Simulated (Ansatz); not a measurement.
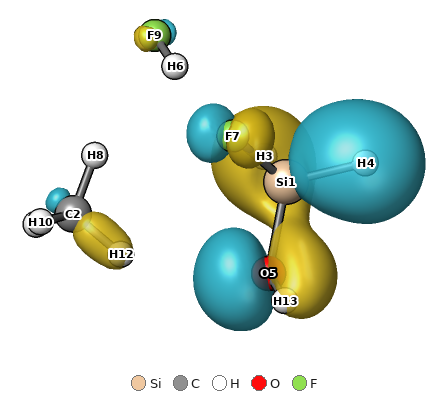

The picture shows: FH3OSi···CH4···HF. The HOMO at ±0.1 Å⁻³ᐟ² (yellow and cyan are the two phases), seen at a tilt.

These are results of RKS PBE0-D4/def2-SVP in Ansatz 0.2.0, not measurements.

```tsv
atom	x (Å)	y (Å)	z (Å)
Si	-1.5136	0.9504	0.1329
C	1.6132	-1.0460	-0.7282
H	-1.9235	-0.4503	-0.0831
H	-2.5773	1.8354	0.6759
O	-0.8945	1.5160	-1.2817
H	-0.0200	-0.5601	2.0419
F	-0.3393	0.9600	1.2894
H	1.0744	-1.2956	0.1951
F	-0.1460	-1.4656	2.2158
H	2.5800	-0.5897	-0.4739
H	1.7864	-1.9634	-1.3071
H	1.0252	-0.3388	-1.3289
H	-0.6651	2.4478	-1.3481
```

### Where does this orbital lie, and at what energy?

It lies mainly on O5 (about 30 %), Si1 (about 25 %), H4 (about 25 %) and H3 (about 10 %). Its energy is −9.67 eV.
